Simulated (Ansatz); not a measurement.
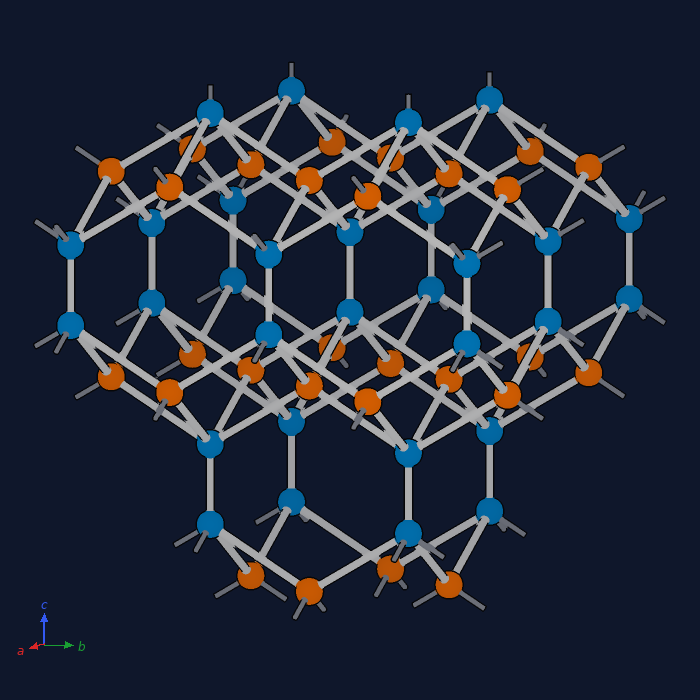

The picture shows a finite piece of the underlying net of a crystal structure, nodes on the atoms' positions. Nodes are coloured by topological kind. Short stubs are edges that leave the cut-out.

**What net is this?**

A binodal (4,5)-connected, three-periodic net. It is the tcs net, known from the Cr-Si framework of the ThCr2Si2 type with its Si-Si bonds.

**Give point symbol and coordination sequence of each kind of node.**

4-connected node: 4⁴·6², sequence 4, 12, 26, 40, 64; 5-connected node: 4⁴·6⁶, sequence 5, 12, 24, 44, 65.

Where the net comes from. The compound is BeGa₂C₂ (space group I4/mmm, No. 139), taken as coordinates from a relaxation with DFT PBE, scalar-relativistic, plane waves, PAW (Ansatz 0.2.0); the starting structure was generated, so it need not be a known form of this composition. Bonds are taken as C–C below 1.7 Å and C–Ga below 2.5 Å; no other contact counts. Simplification: prune 0- and 1-connected atoms, fold 2-connected ones into links. Ga is a 4-connected node; C is a 5-connected node, in the ratio 1:1. Be drops out.
